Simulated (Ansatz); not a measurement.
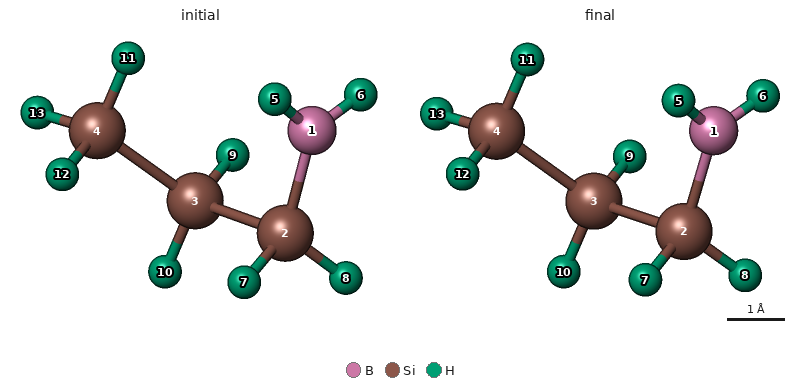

The structure of BSi3H9 before (left) and after (right) a relaxation, at one scale.

The picture is a ball-and-stick view, seen from a free direction.

The start comes from PBE-D4/def2-SVP.

These are results of Ansatz 0.2.0, RKS PBE0-D4/def2-TZVP, not measurements.

Input file:
```yaml
crystal:
  periodic: [false, false, false]
  atoms:
    - {symbol: B, position_ang: [-1.973439, -0.784825, -0.680354]}
    - {symbol: Si, position_ang: [-0.183933, -1.647697, -0.697797]}
    - {symbol: Si, position_ang: [0.895333, -0.282703, 0.927298]}
    - {symbol: Si, position_ang: [0.831992, 1.969938, 0.251671]}
    - {symbol: H, position_ang: [-2.196479, 0.189645, -1.371859]}
    - {symbol: H, position_ang: [-2.821464, -1.129923, 0.120408]}
    - {symbol: H, position_ang: [0.624955, -1.497476, -1.960473]}
    - {symbol: H, position_ang: [-0.102563, -3.070118, -0.206944]}
    - {symbol: H, position_ang: [0.194026, -0.432783, 2.253285]}
    - {symbol: H, position_ang: [2.321458, -0.746279, 1.093821]}
    - {symbol: H, position_ang: [-0.599775, 2.429747, 0.167468]}
    - {symbol: H, position_ang: [1.462327, 2.116305, -1.107985]}
    - {symbol: H, position_ang: [1.567962, 2.851369, 1.226261]}
basis:
  gaussian: {orbitals: def2-TZVP}
hamiltonian: {xc: pbe0, dispersion: d4}
relax: {f_tol: 0.005, max_steps: 150}
```

Launched with:
```bash
ansatz run in.yaml --threads 4 --pin off --events-out ev --progress --plain --max-ram 10444MiB
```

Summarise the run.

Answer. H6 moves most after the best rigid fit: 0.088 Å. Largest moves by element: H 0.088 Å, Si 0.050 Å, B 0.041 Å. Near-neighbour distances that change, for instance: Si2–Si3 2.381 → 2.357 Å, B1–H5 1.216 → 1.196 Å, Si2–H7 1.507 → 1.490 Å, Si3–Si4 2.353 → 2.338 Å. Bond angles that change, for instance: B1–Si2–Si3 98.8° → 102.1°, B1–Si2–H7 116.6° → 114.5°. Over 7 geometry steps the energy falls by 0.87 kcal/mol. Largest force component: 0.37 eV/Å at the start, 0.0017 eV/Å at the end.
